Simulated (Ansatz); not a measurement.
The reference is Al$_{2}$O$_{3}$ in the corundum structure (space group R-3c, No. 167; a = 4.759 Å, c = 12.995 Å (hexagonal axes)). Axes: x lies along a and z along c of the hexagonal cell.

One thing is altered: biaxial strain +1.36 %, plane normal [001], relaxed out of plane (Cartesian); in-plane vectors clamped, the third vector and the atoms free.

Method: r2SCAN, PAW, 500 eV (Ansatz, an electronic-structure program; without spin-orbit coupling).

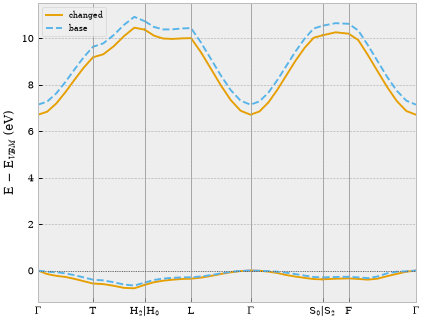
Highest valence and lowest conduction band along the path, each from its own valence-band maximum

**Question.** Read the changed gap and its character from the plot.

**Answer.** About 6.7 eV, direct at Γ.

Gaps are read on the SCF mesh and a high-symmetry path. Stability against distortions was not tested.
